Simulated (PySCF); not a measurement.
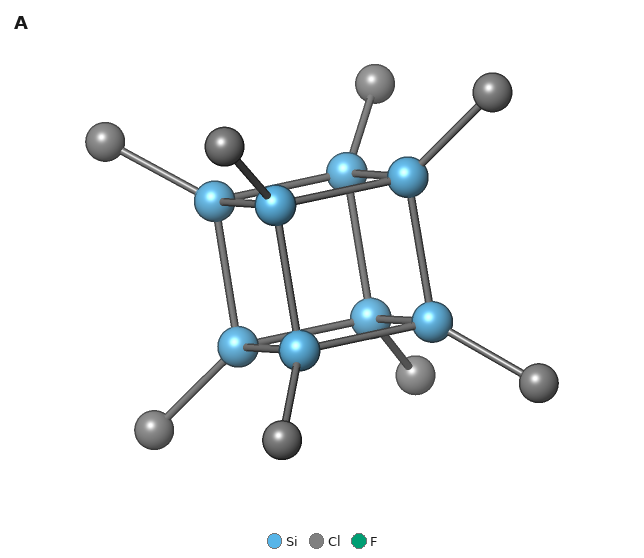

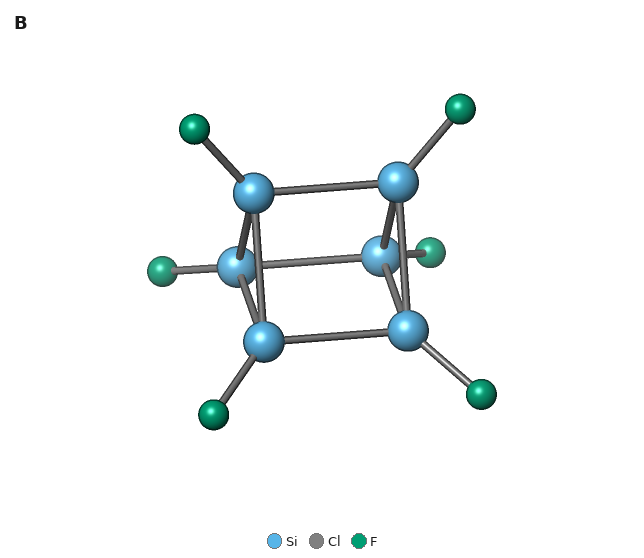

Two related species, optimised with PBE0-D3(BJ)/def2-SVP; properties computed with PySCF 2.14.0. Both: charge 0, singlet.

> What are A and B?

A is Si8Cl8 cubane (Cl[Si@]12[Si@]3(Cl)[Si@]4(Cl)[Si@@]1(Cl)[Si@]1(Cl)[Si@@]2(Cl)[Si@@]3(Cl)[Si@]41Cl), B is Si6F6 prismane (F[Si@]12[Si@]3(F)[Si@@]1(F)[Si@@]1(F)[Si@]3(F)[Si@@]21F).

Compare them. With KT2/pcSseg-1: dipole moment (D), HOMO–LUMO gap (eV), HOMO energy (Kohn–Sham orbital) (eV). With ωB97X-D/def2-SVPD: lowest vertical singlet excitation (eV), mean static polarisability (bohr³).

```csv
quantity,A,B
dipole moment (D),0.02,0.02
HOMO–LUMO gap (eV),0.94,1.63
HOMO energy (Kohn–Sham orbital) (eV),−6.00,−6.44
lowest vertical singlet excitation (eV),1.48,1.81
mean static polarisability (bohr³),329.8,155.3
```

Each is one conformer, and no frequency run is at hand to confirm it as a minimum.
